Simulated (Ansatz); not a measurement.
Consider Cl₂H₁₈Sn₁₄ (Sn14H20 off sphere).

The calculation's input:

```
crystal:
  periodic: [false, false, false]
  atoms:
    - {symbol: Sn, position_ang: [0.805579, -4.078540, 0.801220]}
    - {symbol: Sn, position_ang: [-2.385303, 2.389821, -2.389051]}
    - {symbol: Sn, position_ang: [0.795591, -0.804429, -2.433987]}
    - {symbol: Sn, position_ang: [-2.434814, -0.800955, 0.800521]}
    - {symbol: Sn, position_ang: [0.806467, -0.809382, 4.075615]}
    - {symbol: Sn, position_ang: [0.803999, 2.428231, 0.798684]}
    - {symbol: Sn, position_ang: [4.080473, -0.807430, 0.800261]}
    - {symbol: Sn, position_ang: [-4.078960, 0.810981, -0.806222]}
    - {symbol: Sn, position_ang: [-0.807345, -2.432587, -0.802654]}
    - {symbol: Sn, position_ang: [2.389495, -2.388800, 2.383001]}
    - {symbol: Sn, position_ang: [-0.805851, 0.808033, -4.082794]}
    - {symbol: Sn, position_ang: [-0.801918, 4.079362, -0.806582]}
    - {symbol: Sn, position_ang: [2.429595, 0.796979, -0.806943]}
    - {symbol: Sn, position_ang: [-0.800203, 0.799206, 2.428201]}
    - {symbol: Cl, position_ang: [-3.772522, 3.779737, -3.772602]}
    - {symbol: Cl, position_ang: [3.775936, -3.779725, 3.766337]}
    - {symbol: H, position_ang: [1.799827, -5.084181, -0.176157]}
    - {symbol: H, position_ang: [-0.165462, -5.086572, 1.799197]}
    - {symbol: H, position_ang: [1.800378, -1.812076, -3.412366]}
    - {symbol: H, position_ang: [-3.413937, -1.805768, 1.807300]}
    - {symbol: H, position_ang: [-0.167156, -1.808846, 5.079695]}
    - {symbol: H, position_ang: [1.801065, 0.163754, 5.085025]}
    - {symbol: H, position_ang: [1.812513, 3.403313, 1.805826]}
    - {symbol: H, position_ang: [5.088499, -1.802880, -0.173318]}
    - {symbol: H, position_ang: [5.085884, 0.169965, 1.794761]}
    - {symbol: H, position_ang: [-5.089298, -0.159943, -1.802007]}
    - {symbol: H, position_ang: [-5.082501, 1.810064, 0.168443]}
    - {symbol: H, position_ang: [-1.812923, -3.412477, -1.808010]}
    - {symbol: H, position_ang: [-1.802366, -0.161755, -5.093448]}
    - {symbol: H, position_ang: [0.172149, 1.804617, -5.085528]}
    - {symbol: H, position_ang: [0.172457, 5.087394, -1.801280]}
    - {symbol: H, position_ang: [-1.799374, 5.084705, 0.167847]}
    - {symbol: H, position_ang: [3.405960, 1.802282, -1.816018]}
    - {symbol: H, position_ang: [-1.803433, 1.806400, 3.408533]}
basis:
  gaussian: {orbitals: def2-SVP, fitting: {mean_field: def2-universal-jkfit}, initial_orbitals: start.molden}
hamiltonian: {xc: pbe0, dispersion: d4}
scf: {omitted_lower_state_checks: [starts]}
output: {forces: true, orbitals: {seedname: orbitals}}
```

Launched as:

```sh
ansatz run in.yaml --threads 2 --pin off --events-out ev --progress --plain --max-ram 32768MiB --backend cuda --devices 0, --max-vram 18GiB
```

Geometry: r2SCAN-D4/def2-SVP; core potentials replace the inner electrons of Sn.

Level of theory: RKS PBE0-D4/def2-SVP (Ansatz 0.2.0).

> Predict the electron density and electron localisation function between the atoms.

Sn–Cl (2.40 Å): ρ is about 0.49 e/Å³ halfway; the ELF peaks at about 0.80 in the valence shell of Cl, 0.8 Å from its nucleus, and drops to about 0.15 between the two atoms.
Sn–Sn (2.80 Å): the density is about 0.39 e/Å³ at the midpoint; the ELF peaks at about 0.75 between the atoms.
Sn–H (1.73 Å): the density is about 1.1 e/Å³ at the midpoint; the ELF climbs to about 1 towards the hydrogen.

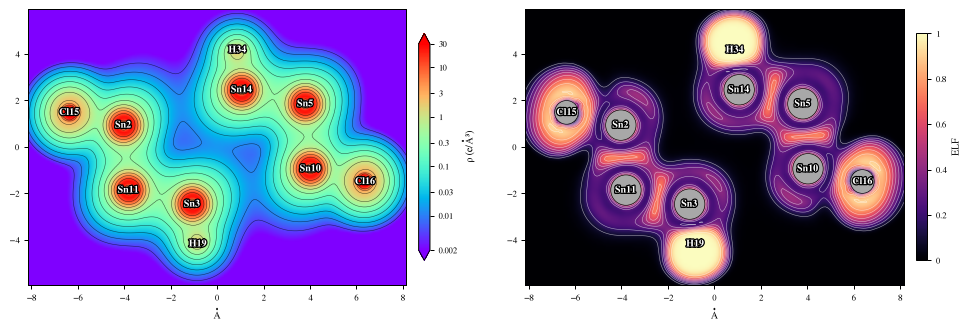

Computed electron density and electron localisation function on the plane of atoms Sn5, Sn14 and H34, in this order. Grey discs cover the atomic cores in the ELF map. 
